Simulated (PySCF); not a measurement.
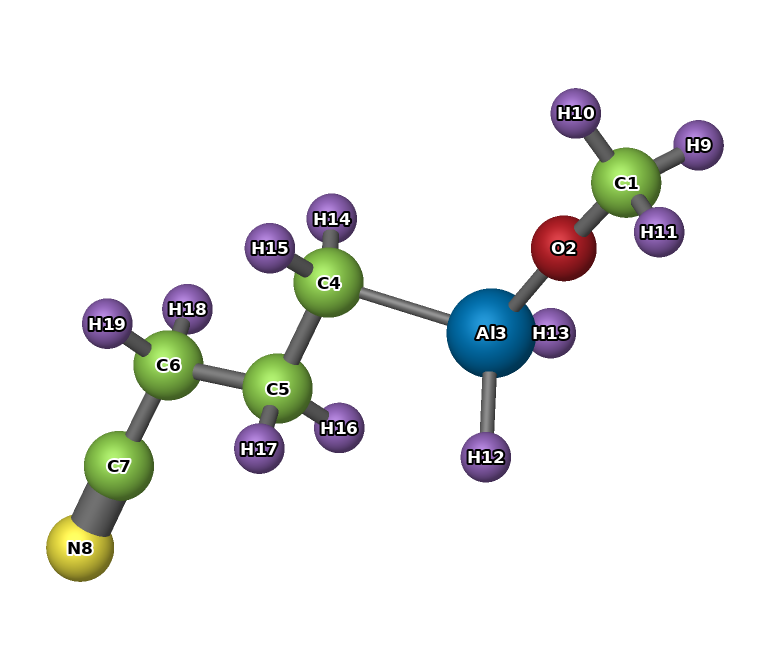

The thickness of each stick grows with its Mayer bond order. Charge −1, singlet. Computed geometry: GFN2-xTB optimisation. No frequency run is at hand to confirm it as a minimum. Method: PBE0/pcSseg-1 (PySCF 2.14.0).

**Which bond between heavy atoms has the highest Mayer bond order?**

C7–N8, 3.08, at a length of 1.148 Å.

**Which bond between heavy atoms has the lowest Mayer bond order?**

Al3–C4, 0.61, at 2.072 Å.

List the Mayer bond orders of C1–O2, O2–Al3, Al3–C4, C4–C5, C5–C6, C6–C7, C7–N8 (bonds between heavy atoms, one of each equivalent set).

| bond | Mayer order | length (Å) |
| --- | --- | --- |
| C1–O2 | 1.00 | 1.370 |
| O2–Al3 | 0.75 | 1.686 |
| Al3–C4 | 0.61 | 2.072 |
| C4–C5 | 1.04 | 1.519 |
| C5–C6 | 0.99 | 1.548 |
| C6–C7 | 1.02 | 1.430 |
| C7–N8 | 3.08 | 1.148 |

The geometry is semi-empirical. Around Al such bond lengths and angles can be off by a tenth of an ångström or more and by several degrees, and values that hang on the shape move with them.
